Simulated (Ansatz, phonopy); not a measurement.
# Ag (Silver, Fm-3m): phonons against volume, part 3 of 3

Which modes of Ag (Silver) drive its thermal expansion?

Ansatz 0.2.0; DFT LDA, scalar-relativistic, plane waves, PAW; PAW set soft_1.

So far. Step 11 (Lattice dynamics at this volume, V/V0 1.03): No mode is imaginary beyond numerical noise at the solved wavevectors. Step 12 (A cell at another volume, V/V0 0.97): The run ends at a pressure of 4.61 GPa.

## 13. Phonons, V/V0 0.97

The same q-mesh and k-mesh are kept at every volume, so that much of their error can cancel in the differences.

The input, input.yaml:

```yaml
crystal:
  lattice:
    - [0.0, 1.9808694204, 1.9808694204]
    - [1.9808694204, 0.0, 1.9808694204]
    - [1.9808694204, 1.9808694204, 0.0]
  atoms:
    - { symbol: Ag, position: [0.0, 0.0, 0.0] }
kpoints:
  mp_grid: { grid: [20, 20, 20] }
hamiltonian:
  xc: lda
  pseudopotentials: { kind: paw, azcp: { folder: soft_1 }, xc_functional: pbe }
scf:
  occupations: { method: methfessel_paxton, width: 0.2 }
  lower_state_search: "off"
output:
  eigenvalues: true
phonons:
  method: dfpt
  qmesh: [4, 4, 4]
  temperatures: { t_max: 1000, t_step: 50 }
  qpath:
    path:
      - [[0.0, 0.0, 0.0], [0.5, 0.0, 0.5], [0.625, 0.25, 0.625]]
      - [[0.375, 0.375, 0.75], [0.0, 0.0, 0.0], [0.5, 0.5, 0.5], [0.5, 0.25, 0.75], [0.5, 0.0, 0.5]]
    npoints: 10
```

Started as:

```sh
$ ansatz run input.yaml --threads 8 --pin off --max-ram 16384MiB --backend cpu --events-out ev --progress --plain --runs-dir out
```

Numbers of over 12 decimals in the logs are rounded to 6 here.

The log of the run:

```text
[...]
Crystal: 1 atoms, lattice volume = 15.545 Å³
Basis set: ecut = 420 eV, 307 PW (Γ), exchange–correlation on 40×40×40 points (8 copies of the dense FFT grid, shifted against one another)
Bands: 14, of which v1, the nominal top of the filled ones, is band 10 counted from 1 (9 counted from 0)
Symmetry: 48 space group operations
k-points: 256 of 8000
[...]
k-point 255: bands = [... 6 lower, 13.5630, 15.1439, 16.3527, 25.3114, 25.3114, 26.5281, 27.7920, 42.3790]
[...]
ASR residual: 1.006e-5 → 0.000e0 eV/Å²; symmetrization residual: 1.031e-11 eV/Å²
  ASR residual per site (eV/Å²): 1.01e-5
  Γ frequencies (cm⁻¹): 0.00 0.00 0.00
--- Phonons (arbitrary-q DFPT): 8 irreducible q on the 4×4×4 mesh ---
[...]
interpolated dispersion: 62 rows × 3 modes
[...]
[key lines of the parts left out:]
SCF converged after 8 iterations
Free energy (F): -7458.194727 eV
Fermi energy:    19.023443 eV
```

The job ended after 87 s (8 threads of Arm Neoverse V1, shared host; peak memory 3.8 GiB).

No LO-TO term. Phonon branches along the path, in cm⁻¹:

```tsv
point	branch 1	branch 2	branch 3
Γ	0	0	0
X	132	132	202
U	118	158	183
jump to K	118	158	183
Γ	0	0	0
L	87	87	205
W	129	168	168
X	132	132	202
```

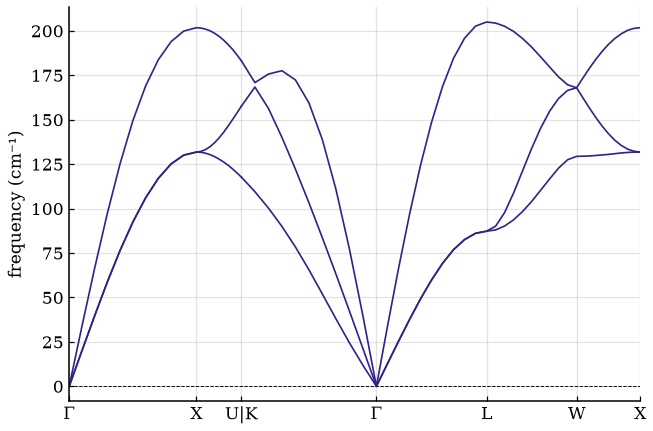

Phonon branches along the path.

No mode is imaginary beyond numerical noise at the solved wavevectors.

## 14. Single point at a scaled cell, V/V0 1.05

Symmetry fixes every atom, so a single point at the scaled cell gives the energy and pressure of this member.

input.yaml, the sections that differ from step 13:

```yaml
crystal:
  lattice:
    - [0.0, 2.0338942533, 2.0338942533]
    - [2.0338942533, 0.0, 2.0338942533]
    - [2.0338942533, 2.0338942533, 0.0]
  atoms:
    - { symbol: Ag, position: [0.0, 0.0, 0.0] }
output:
  forces: true
  stress: true
  eigenvalues: true
# kpoints, hamiltonian, scf: as in step 13
# phonons: removed
```

The log of the run:

```text
[...]
Crystal: 1 atoms, lattice volume = 16.827 Å³
Basis set: ecut = 420 eV, 331 PW (Γ)
Bands: 14, of which v1, the nominal top of the filled ones, is band 10 counted from 1 (9 counted from 0)
Symmetry: 48 space group operations
[...]
k-points: 256 of 8000
[...]
--- Band table (eV; the first three rows and the last of 256) ---
  k-point 0: bands = [... 6 lower, 12.3304, 12.3304, 13.4131, 13.4131, 33.0609, 36.6089, 36.6089, 36.6089]
  k-point 1: bands = [... 6 lower, 12.3533, 12.3533, 13.4041, 13.4041, 33.0872, 35.9455, 36.6482, 36.6482]
  k-point 2: bands = [... 6 lower, 12.4147, 12.4147, 13.3843, 13.3843, 33.0011, 34.6641, 36.7505, 36.7505]
  k-point 255: bands = [... 6 lower, 12.0393, 13.4148, 14.4546, 23.0824, 23.0824, 24.0504, 25.4190, 39.7282]
[key lines of the parts left out:]
SCF converged after 6 iterations
Free energy (F): -7458.185794 eV
Fermi energy:    17.106151 eV
P = ⅓ Tr σ = -5.9245 GPa (-59.245 kbar)
```

It took 0.67 s on 8 threads; peak memory 0.32 GiB; 3.4 s of CPU time.

The run ends at a pressure of -5.92 GPa.

## 15. Lattice dynamics at this volume, V/V0 1.05

Phonons at this volume give one point of F(V, T); meshes stay fixed along the series.

input.yaml, the sections that differ from step 14:

```yaml
output:
  eigenvalues: true
phonons:
  method: dfpt
  qmesh: [4, 4, 4]
  temperatures: { t_max: 1000, t_step: 50 }
  qpath:
    path:
      - [[0.0, 0.0, 0.0], [0.5, 0.0, 0.5], [0.625, 0.25, 0.625]]
      - [[0.375, 0.375, 0.75], [0.0, 0.0, 0.0], [0.5, 0.5, 0.5], [0.5, 0.25, 0.75], [0.5, 0.0, 0.5]]
    npoints: 10
# crystal, kpoints, hamiltonian, scf: as in step 14
```

The log of the run:

```text
[...]
Crystal: 1 atoms, lattice volume = 16.827 Å³
Basis set: ecut = 420 eV, 331 PW (Γ), exchange–correlation on 40×40×40 points (8 copies of the dense FFT grid, shifted against one another)
Bands: 14, of which v1, the nominal top of the filled ones, is band 10 counted from 1 (9 counted from 0)
Symmetry: 48 space group operations
k-points: 256 of 8000
[...]
k-point 255: bands = [... 6 lower, 12.0392, 13.4147, 14.4545, 23.0823, 23.0823, 24.0504, 25.4190, 39.7281]
[...]
ASR residual: 2.842e-5 → 0.000e0 eV/Å²; symmetrization residual: 6.063e-12 eV/Å²
  ASR residual per site (eV/Å²): 2.84e-5
  Γ frequencies (cm⁻¹): 0.00 0.00 0.00
--- Phonons (arbitrary-q DFPT): 8 irreducible q on the 4×4×4 mesh ---
[...]
interpolated dispersion: 62 rows × 3 modes
[...]
[key lines of the parts left out:]
SCF converged after 8 iterations
Free energy (F): -7458.185795 eV
Fermi energy:    17.106107 eV
```

Run time: 91 s. Hardware: 8 threads; peak memory 4 GiB; 11 min of CPU time.

No mode is imaginary beyond numerical noise at the solved wavevectors.

## 16. Mode Grüneisen parameters

This step: DFT LDA, scalar-relativistic, plane waves, PAW; PAW set soft_1 (phonopy 4.10.0).

This step gave:

```yaml
share_of_modes_with_a_negative_grueneisen_parameter: 0
```

Mean Grüneisen, by row:

```tsv
T (K)	heat-capacity-weighted mean	root mean square
50	2.414	2.422
100	2.468	2.476
200	2.486	2.494
300	2.489	2.497
500	2.491	2.499
800	2.492	2.499
```

Mean mode Grueneisen parameter against wavenumber:

```tsv
wavenumber (cm⁻¹)	mean mode Grueneisen parameter
3.1	-
22.0	2.29
40.9	2.21
66.0	2.26
84.9	2.27
103.8	2.42
122.7	2.54
147.8	2.66
166.7	2.67
185.6	2.71
```

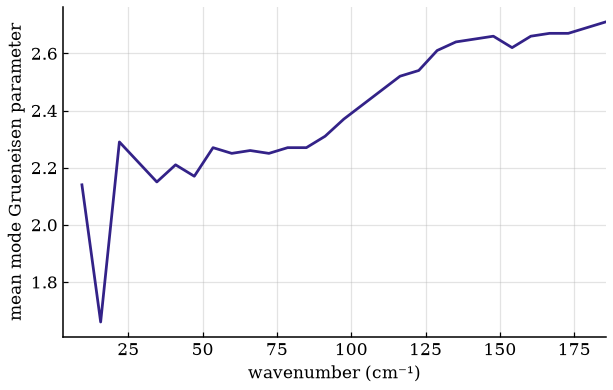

Mean mode Grueneisen parameter against wavenumber.

Volume series, by row:

```tsv
V/V0	V (Å³/atom)	pressure (GPa)	E - E0 (meV/atom)	gap (eV)	zero-point energy (meV/atom)	lowest on the path (cm⁻¹)	highest at Gamma without the LO-TO term (cm⁻¹)
0.97	15.55	4.612	6.712	0	24.3	0	-
0.985	15.79	2.193	1.629	0	23.4	0	-
1	16.03	0	0	0	22.53	0	-
1.015	16.27	-1.987	1.5	0	21.68	0	-
1.03	16.51	-3.787	5.839	0	20.86	0	-
1.05	16.83	-5.924	15.58	0	19.79	0	-
```

Grüneisen at points, by row:

```tsv
point	branch	frequency (cm⁻¹)	mode Grüneisen parameter
X	1	122.7	2.4
X	3	186.5	2.67
U	1	109.8	2.32
U	2	145.5	2.72
U	3	169	2.7
K	1	109.8	2.32
K	2	145.5	2.72
K	3	169	2.7
L	1	82	2.08
L	3	189.1	2.73
W	1	119.7	2.64
W	2	155.1	2.7
```

## 17. Quasi-harmonic fit by phonopy

This step gave:

| Item | Value |
| --- | --- |
| volume expansion coefficient at 300 K | 49.92 1e-6/K |
| isothermal bulk modulus at 300 K | 126.5 GPa |
| C_P at 300 K | 25.20 J/mol-atom/K |
| Grüneisen parameter at 300 K | 2.552 |

Table of energy (each curve on its own zero) by volume; values in meV/atom:

```tsv
volume (Å³/atom)	static	F at 0 K	F at 300 K	F at 1300 K
15.545	6.71	8.92	14.3	38.9
15.786	1.63	2.94	6.31	21.4
16.026	0	0.44	1.7	7.22
16.266	1.5	1.09	0.2	-3.92
16.507	5.84	4.6	1.52	-12.3
16.827	15.6	13.3	7.17	-19.9
```

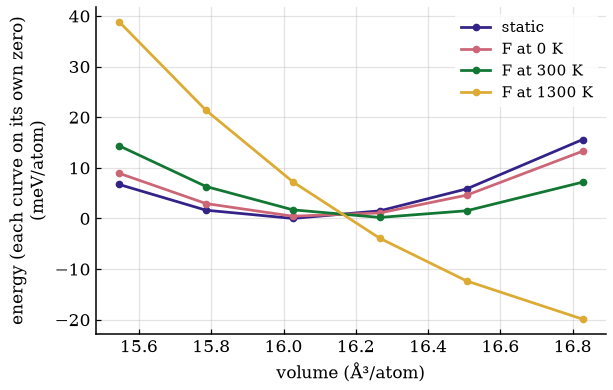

Energy (each curve on its own zero) against volume.

Phonopy-qha, vinet fit of F(V) at each temperature; no electronic free energy. Qha vinet, by row:

```tsv
T (K)	fitted volume (Å³/atom)	alpha_V (1e-6/K)	B_T (GPa)	C_P (J/mol-atom/K)	Grueneisen
100	16.12	36.57	134.7	19.59	2.463
150	16.16	43.15	132.7	22.65	2.506
200	16.19	46.32	130.7	23.97	2.525
250	16.23	48.34	128.6	24.7	2.539
300	16.27	49.92	126.5	25.2	2.552
350	16.31	51.29	124.3	25.58	2.564
400	16.35	52.59	122.2	25.9	2.577
450	16.4	53.87	120	26.2	2.59
500	16.44	55.15	117.7	26.48	2.603
550	16.49	56.47	115.5	26.77	2.616
600	16.54	57.84	113.2	27.05	2.63
650	16.58	59.27	110.8	27.34	2.645
700	16.63	60.77	108.5	27.64	2.659
```

Volume expansion coefficient, phonopy-qha, Vinet against temperature:

```tsv
temperature (K)	volume expansion coefficient, phonopy-qha, Vinet (1e-6/K)
75	29.9
125	40.6
175	45.0
225	47.4
275	49.2
325	50.6
375	52.0
400	52.6
450	53.9
500	55.1
550	56.5
600	57.8
650	59.3
700	60.8
```

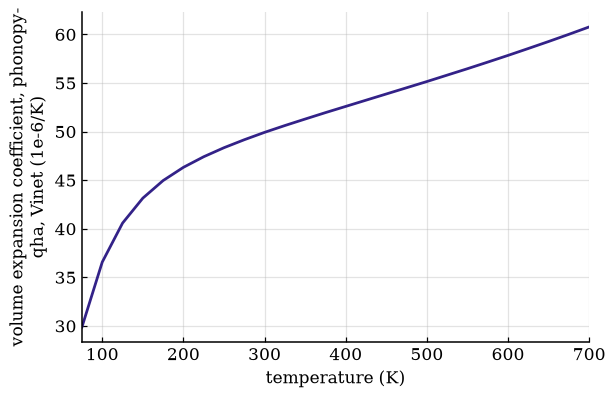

Volume expansion coefficient, phonopy-qha, Vinet against temperature.

The fit gives a volume expansion of 49.9 × 10⁻⁶/K at 300 K.

## 18. Summary of results

```json
{
  "volume expansion coefficient at 300 K": "49.92 1e-6/K",
  "isothermal bulk modulus at 300 K": "126.5 GPa",
  "C_P at 300 K": "25.20 J/mol-atom/K",
  "Grüneisen parameter at 300 K": "2.552",
  "mean mode Grüneisen parameter at 300 K": "2.49"
}
```

**Reading.** Near room temperature Ag (Silver) expands by 49.9 × 10⁻⁶/K in volume by LDA, with C_P = 25.2 J/(mol K) per mole of atoms and B_T = 126 GPa. The table stops at 700 K because beyond it the fitted volume comes within 1 % of the largest computed cell, where the fit loses its support. C_P at room temperature is 101 % of the classical 3R an atom. The fit leaves out the electrons' free energy, which adds to C_P and to the expansion of a metal at high temperature. The heat-capacity-weighted Grüneisen parameter goes from 2.41 at 50 K to 2.49 at 800 K. Weighting γ by the density of states and each mode's heat capacity at 300 K, modes below 60 cm⁻¹ give about 5 % of the sum of γC that drives the expansion, those up to 130 cm⁻¹ 54 % and the rest 42 %. Among the labelled points γ is largest for branch 3 at L (189 cm⁻¹, 2.7) and smallest for branch 1 at L (82 cm⁻¹, 2.1). The PAW files were made for PBE and are used here under another functional, for which the program regenerates the frozen cores.

Computed beside measured:

```
              quantity  measured             LDA
lattice constant a (Å)     4.086  4.002 (-2.1 %)
```

Measured values from pmc:6739358 (2019).

How well it matches: The lattice constant a is off by -2.1 %: a clear miss. The grades are ours: good and fair within 0.7 and 1.5 % for the lattice constant a. For lattice constants the calculation has a static lattice, without zero-point motion or thermal expansion.

[Logs are printed without paths, hosts, clocks, repeated set-up lines and the standing remarks that a program may print on its own settings, such as how far it seeks lower states.]

[Hosts, paths, dates, database ids (printed as entryN), source tags and the programs' standing remarks are cut or masked in the printed files.]

[A step with changed settings may run another functional than the one named; its input shows which.]

[Of the runs on displaced cells, only some may be shown.]
